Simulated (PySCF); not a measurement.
C2H6AlI, SMILES [CH3][Al]([I])[CH3] at its B3LYP/def2-SVP optimised geometry (Å):

```
10

Al    -0.2686    -0.0084     0.0000
I      2.2486    -0.0084     0.0000
C     -1.1497    -1.7548     0.0025
H     -0.8806    -2.3308    -0.9002
H     -2.2486    -1.6697     0.0361
H     -0.8263    -2.3614     0.8660
C     -1.1454     1.7400     0.0000
H     -2.2431     1.6583    -0.0661
H     -0.7953     2.3614    -0.8421
H     -0.9017     2.2985     0.9209
```

Calculation: B3LYP/def2-TZVP, def2 effective core potentials past Kr run with PySCF. The core electrons that the potentials of I replace are not part of the density. Cells within 0.4 Å of a nucleus heavier than hydrogen are left out (blank, or x).

Map of the deformation density (molecule minus spherical neutral atoms) (e/bohr³) on the plane z = 0.0 Å:

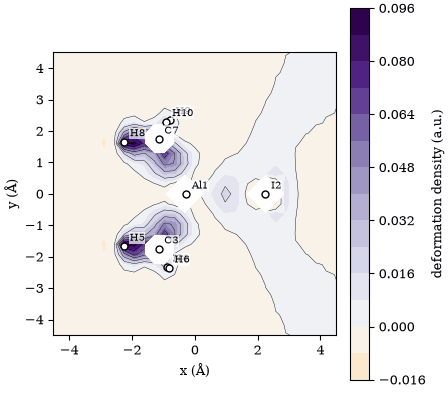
Figure: Deformation density (molecule minus spherical neutral atoms) (e/bohr³) on the plane z = 0.0 Å.
